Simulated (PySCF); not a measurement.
Consider C$_{3}$H$_{11}$PSSi$_{2}$ (SMILES CS/C=C\[SiH2]P[SiH3]).

Input

```
{"job": {"kind": "uv", "xc": "CAM-B3LYP", "basis": "def2-SVPD", "nstates": 8, "ntriplets": 3}, "charge": 0, "multiplicity": 1}
C     -3.431837     1.023575    -0.288574
S     -1.677083     0.645274    -0.594598
C     -1.655644    -1.049582    -0.151663
C     -0.584692    -1.832931    -0.237829
Si     1.108035    -1.271470    -0.824653
P      2.055993    -0.141151     0.861217
Si     3.461896     1.213226    -0.209713
H     -3.667899     0.839830     0.755819
H     -3.569590     2.074919    -0.519025
H     -4.053449     0.416403    -0.940521
H     -2.613674    -1.401026     0.206121
H     -0.702147    -2.859923     0.080456
H      1.946419    -2.447283    -1.073570
H      0.968042    -0.488410    -2.058888
H      1.042130     0.787129     0.976422
H      4.587487     0.392078    -0.654388
H      2.869713     1.893633    -1.364786
H      3.907540     2.212024     0.761759
```

Run with:

```sh
OMP_NUM_THREADS=1 python probes_run.py task.json out
```

Geometry: GFN2-xTB.

The calculation used CAM-B3LYP/def2-SVPD, SCF density, gas phase in PySCF.

**What can the converged electron density and electron localisation function tell about the bonding?**

C–C (1.33 Å): ρ is about 2.3 e/Å³ halfway; the ELF peaks at about 0.90 between the atoms: a multiple bond.
C–S (1.75 Å): ρ is about 1.4 e/Å³ halfway; the ELF peaks at about 0.95 between the atoms, as expected for a covalent bond.
C–Si (1.88 Å): ρ at the midpoint is about 0.95 e/Å³; the ELF peaks at about 0.95 between the atoms, as expected for a covalent bond.
C–H (1.08 Å): the density is about 2 e/Å³ at the midpoint; the ELF climbs to about 1 towards the hydrogen, as it does in any bond to H; a covalent bond by its length.

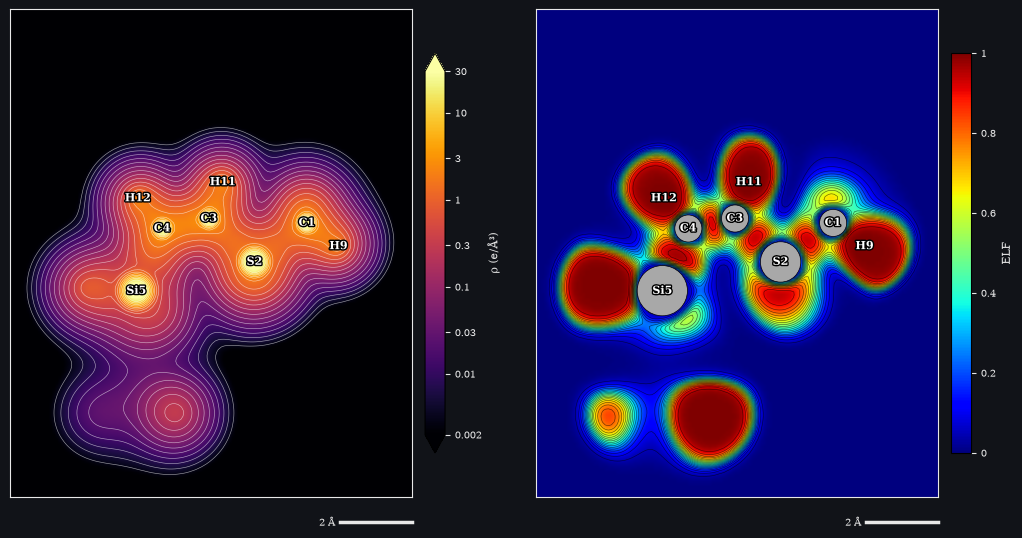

Computed electron density and electron localisation function on the plane of atoms S2, C1 and H9, in this order. Grey discs cover the atomic cores in the ELF map. 
